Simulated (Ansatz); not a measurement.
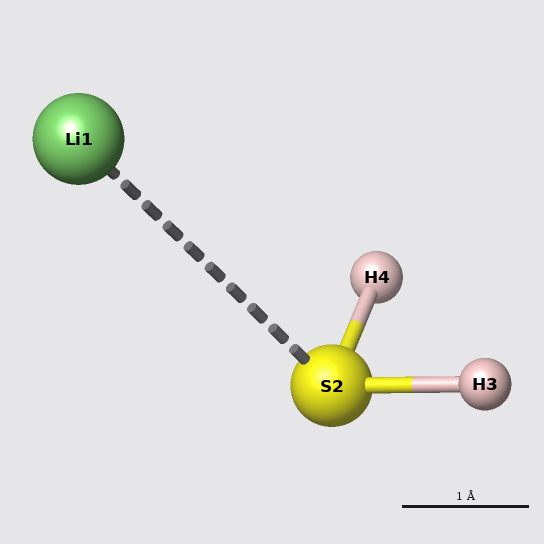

Two molecules or ions; the broken line marks their closest contact (measured against van der Waals radii). Charge +1, singlet. Geometry: a pair of rigid molecules at a changed separation. Program: Ansatz 0.2.0.

Q: Which two species are they?

A: Li and H2S (`S.[Li+]`).

Q: How long is the contact?

A: Li1···S2 is 3.57 Å.

Give the counterpoise-corrected interaction energy (kcal/mol, monomers kept as in the pair) with RHF-CCSD(T) (frozen core)/def2-TZVPPD; ωB97M-V/def2-TZVPPD.

| level | interaction energy (kcal/mol) |
| --- | --- |
| RHF-CCSD(T) (frozen core)/def2-TZVPPD | −10.8 |
| ωB97M-V/def2-TZVPPD | −11.4 |
